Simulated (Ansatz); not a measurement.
The calculation's input:

```
crystal:
  periodic: [false, false, false]
  atoms:
    - {symbol: Ga, position_ang: [1.174372, -0.045171, 0.927476]}
    - {symbol: C, position_ang: [0.955995, -0.030517, 2.945599]}
    - {symbol: H, position_ang: [-0.140618, 0.035427, 3.082404]}
    - {symbol: H, position_ang: [1.500910, 0.860364, 3.306901]}
    - {symbol: H, position_ang: [1.390076, -0.980922, 3.305735]}
    - {symbol: C, position_ang: [3.100598, -0.111135, 0.303408]}
    - {symbol: H, position_ang: [3.011538, -0.240969, -0.792599]}
    - {symbol: H, position_ang: [3.570057, -0.972651, 0.811284]}
    - {symbol: H, position_ang: [3.543023, 0.858261, 0.598109]}
    - {symbol: O, position_ang: [0.183197, 1.385042, 0.086564]}
    - {symbol: C, position_ang: [-0.823545, 1.264263, -0.698144]}
    - {symbol: C, position_ang: [-1.395562, 2.615147, -1.193647]}
    - {symbol: F, position_ang: [-0.433768, 3.274739, -1.850942]}
    - {symbol: F, position_ang: [-1.785179, 3.331575, -0.131624]}
    - {symbol: F, position_ang: [-2.441354, 2.420774, -2.009067]}
    - {symbol: C, position_ang: [-1.408092, 0.048766, -1.112536]}
    - {symbol: C, position_ang: [-0.919273, -1.205884, -0.690493]}
    - {symbol: C, position_ang: [-1.584240, -2.511224, -1.192233]}
    - {symbol: F, position_ang: [-1.937633, -3.253479, -0.137111]}
    - {symbol: F, position_ang: [-0.693816, -3.182633, -1.935311]}
    - {symbol: F, position_ang: [-2.668254, -2.240503, -1.932570]}
    - {symbol: O, position_ang: [0.073896, -1.399463, 0.096815]}
    - {symbol: H, position_ang: [-2.272318, 0.080185, -1.788018]}
basis:
  gaussian: {orbitals: def2-TZVP, fitting: {mean_field: def2-universal-jkfit}, initial_orbitals: start.molden}
total_charge: 1
magnetization: {spin_polarized: true, initial_magnetization: 1}
hamiltonian: {xc: pbe0, dispersion: d4}
scf: {omitted_lower_state_checks: [starts]}
output: {orbitals: {seedname: orbitals}}
```

Launched as:

```sh
ansatz run in.yaml --threads 2 --pin off --events-out ev --progress --plain --max-ram 32768MiB --backend cuda --devices 0, --max-vram 18GiB
```

Geometry: PBE-D4/def2-SVP.

Method: UKS PBE0-D4/def2-TZVP in Ansatz 0.2.0.

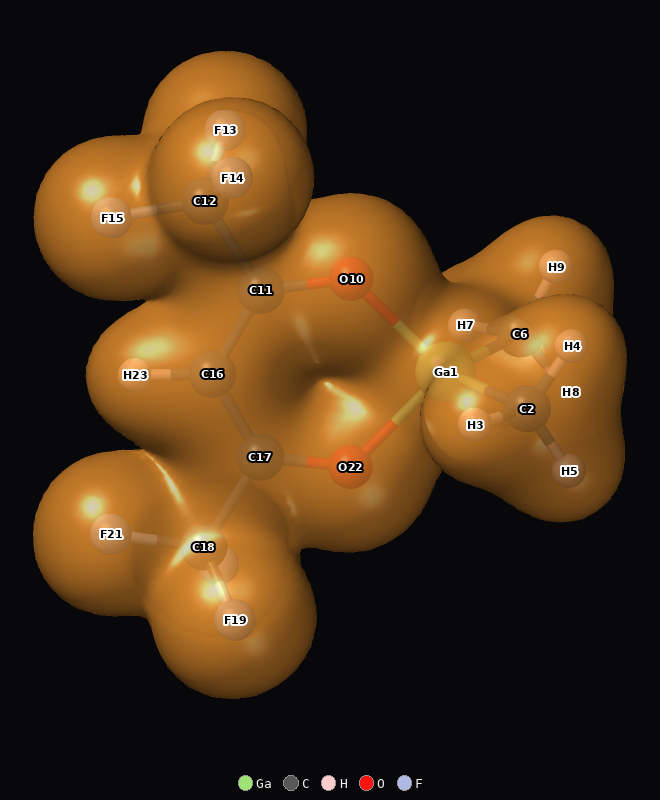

C7H7F6GaO2 (GaMe2(hfac)) (charge +1, doublet). Isosurface of the total electron density at 0.1 e/Å³ (orange), seen at a tilt.

### What does this surface tell about the bonding?

At this value the surface is in one piece. It bridges the sampled C–O (1.28 Å), C–F (1.34 Å), C–C (1.41 Å) and Ga–O (1.93 Å) contacts, where the density stays above the isovalue. On the grid the lowest density along these lines, outside the cores, is 2.4 e/Å³ (C–O, 1.28 Å), 1.9 e/Å³ (C–F, 1.34 Å), 2.1 e/Å³ (C–C, 1.41 Å) and 0.62 e/Å³ (Ga–O, 1.93 Å).
